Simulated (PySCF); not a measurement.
```yaml
atoms:
  - { symbol: F, position_ang: [0.8964, -1.4167, 2.1044] }
  - { symbol: C, position_ang: [1.3578, -0.7222, 1.0193] }
  - { symbol: C, position_ang: [0.7046, -0.6283, -0.2155] }
  - { symbol: Si, position_ang: [-1.1137, -0.7234, -0.6175] }
  - { symbol: Si, position_ang: [-2.8496, 0.7857, -0.3462] }
  - { symbol: O, position_ang: [1.5282, 0.1694, -1.0134] }
  - { symbol: C, position_ang: [2.6460, 0.4939, -0.2842] }
  - { symbol: C, position_ang: [2.5762, -0.0459, 0.9735] }
  - { symbol: H, position_ang: [-1.1018, -1.0242, -2.0797] }
  - { symbol: H, position_ang: [-1.5359, -1.9754, 0.0607] }
  - { symbol: H, position_ang: [-3.0609, 1.0770, 1.0913] }
  - { symbol: H, position_ang: [-4.2817, 0.7688, -0.7917] }
  - { symbol: H, position_ang: [-2.4579, 2.0996, -0.9131] }
  - { symbol: H, position_ang: [3.3785, 1.1128, -0.7639] }
  - { symbol: H, position_ang: [3.3094, 0.0369, 1.7541] }
```

Geometry: GFN2-xTB.

These are results of UKS B3LYP, pcH-1 on C F H O Si, non-relativistic, mean-field spin-orbit, GIAO (PySCF), not measurements.

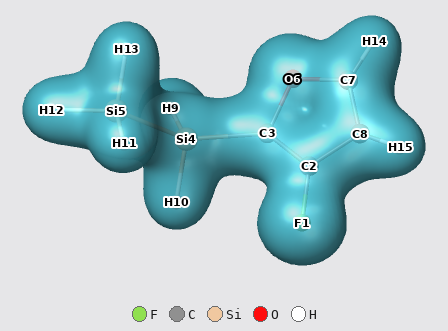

C₄H₇FOSi₂ (SMILES FC1=C([SiH2][SiH3])O[CH][CH-]1) (charge −1, doublet). Isosurface of the electron density at 0.2 e/Å³ (cyan), seen across its widest extent.

Which contacts does the surface bridge?

Answer. At this value the surface is in one piece. It bridges the sampled C–F (1.37 Å), C–C (1.37 Å), C–O (1.37 Å) and C–Si (1.86 Å) contacts, where the density stays above the isovalue. On the grid the lowest density along these lines, outside the cores, is 1.6 e/Å³ (C–F, 1.37 Å), 2.2 e/Å³ (C–C, 1.37 Å), 1.9 e/Å³ (C–O, 1.37 Å) and 0.76 e/Å³ (C–Si, 1.86 Å).
